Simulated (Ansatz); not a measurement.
Cl₂H₆Si₂Sn (SMILES [SiH3][Sn]([SiH3])([Cl])[Cl])

Input file:

```
crystal:
  periodic: [false, false, false]
  atoms:
    - {symbol: Si, position_ang: [-2.271073, 0.410431, 0.400362]}
    - {symbol: Sn, position_ang: [0.114493, 0.373414, -0.550202]}
    - {symbol: Si, position_ang: [2.136688, -0.930963, 0.347124]}
    - {symbol: Cl, position_ang: [-0.109499, -0.274421, -2.793233]}
    - {symbol: Cl, position_ang: [0.795793, 2.616209, -0.632403]}
    - {symbol: H, position_ang: [-2.218934, 0.919253, 1.793852]}
    - {symbol: H, position_ang: [-2.811022, -0.972161, 0.382213]}
    - {symbol: H, position_ang: [-3.084117, 1.305016, -0.457258]}
    - {symbol: H, position_ang: [3.292505, -0.630297, -0.530670]}
    - {symbol: H, position_ang: [2.404010, -0.493303, 1.740123]}
    - {symbol: H, position_ang: [1.816556, -2.380176, 0.320492]}
basis:
  gaussian: {orbitals: def2-TZVPP}
hamiltonian: {xc: pbe0, dispersion: d4}
output: {orbitals: {seedname: orbitals}}
```

Launched as:

```sh
ansatz run in.yaml --threads 4 --pin off --events-out ev --progress --plain --max-ram 11315MiB
```

Geometry: PBE0-D4/def2-TZVP; core potentials replace the inner electrons of Sn.

Method: RKS PBE0-D4/def2-TZVPP in Ansatz.

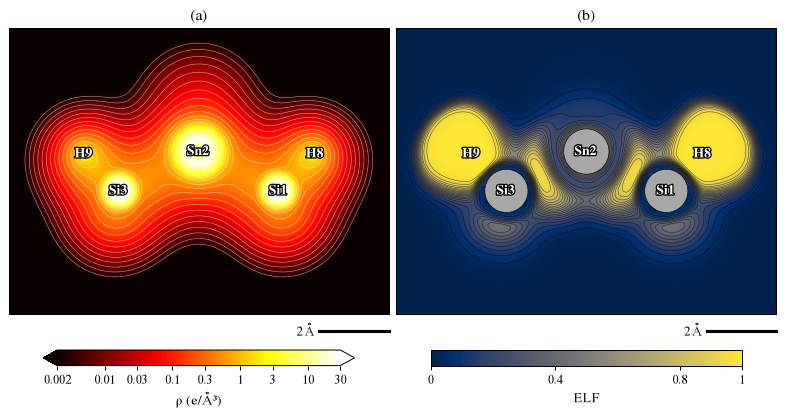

Figure 1. (a) electron density; (b) electron localisation function on the plane of atoms Sn2, Si3 and H9. Grey discs cover the atomic cores in the ELF map.

Read the bonding off the picture.

Answer. The plane passes through Si, Sn and H nuclei. Si–Sn (2.57 Å): ρ at the midpoint is about 0.51 e/Å³; the ELF peaks at about 0.95 between the atoms (localised, covalent bonding). Si–H (1.48 Å): ρ at the midpoint is about 0.81 e/Å³; the ELF climbs to about 1 towards the hydrogen, as it does in any bond to H.

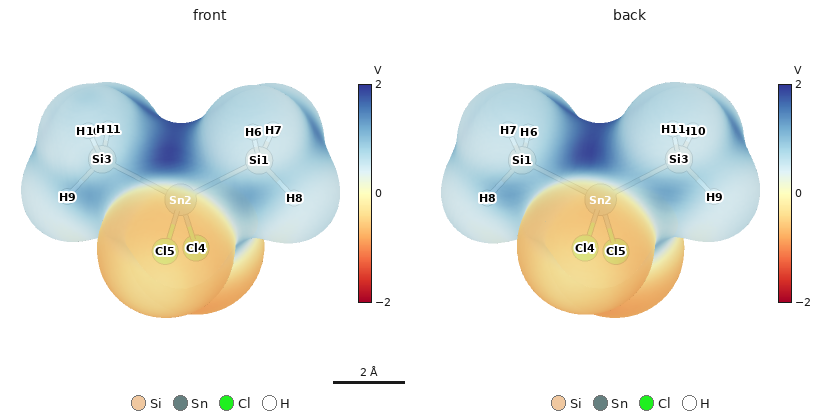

Figure 2. The electrostatic potential painted on the density surface at 0.002 e/bohr³, seen from the front and from behind; the colour scale runs from red (negative) to blue (positive).

Where is the surface potential most negative and most positive?

Answer. The most negative region (about −0.8 V, or −18 kcal/mol for a unit charge) lies over Cl4 and Cl5, the most positive (about +1.9 V, or +44 kcal/mol for a unit charge) over Sn2.

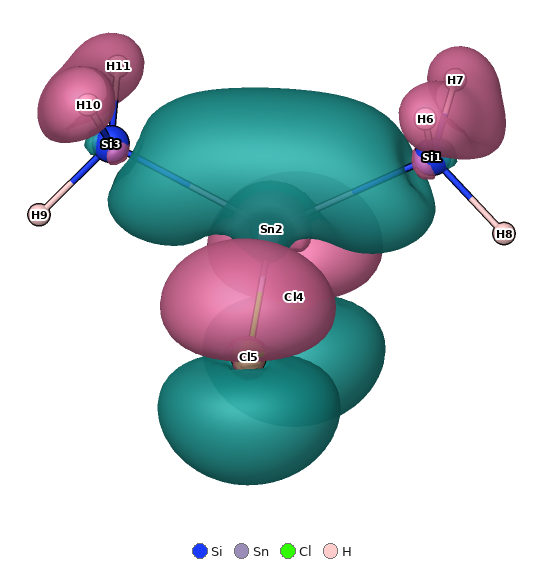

Figure 3. The HOMO−1 at ±0.06 Å⁻³ᐟ² (teal and pink are the two phases), seen at a tilt.

What is the character of this orbital?

Answer. It lies mainly on Cl4 (about 35 %), Cl5 (about 35 %) and Sn2 (about 15 %). Its energy is −8.73 eV.
